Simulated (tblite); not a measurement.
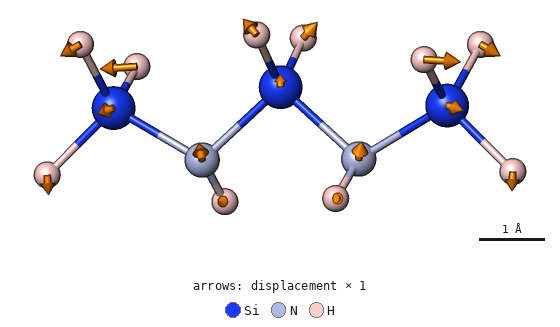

A relaxation of Si3N2H10. The starting structure is drawn; orange arrows show the displacements, at their true length. The two geometries are superimposed by the best rigid fit.

Style: ball-and-stick. Shown at a tilt.

Level of theory: GFN2-xTB geometry optimisation, gas phase (tblite 0.8.0). 

### Which element moves most?

Hydrogen: up to 0.60 Å, against 0.35 Å for nitrogen.

### What did the optimiser do to the structure, and how much energy did it gain?

Over 75 geometry steps the energy falls by 0.778 eV. The largest moves after the best rigid fit, 0.60 Å, are those of H atoms. Largest moves by element: H 0.60 Å, N 0.35 Å, Si 0.31 Å. Among the contacts that change: Si–Si 2.753 → 3.093 Å, N–Si 1.674 → 1.730 Å, H–Si 1.489 → 1.460 Å, N–Si 1.702 → 1.728 Å. Bond angles that change, for instance: Si–N–Si 109.3° → 126.9°, Si–N–Si 109.6° → 126.8°, N–Si–N 96.8° → 104.9°. Cost: 0.5 s on 1 thread of Arm Neoverse V1, on a shared host.
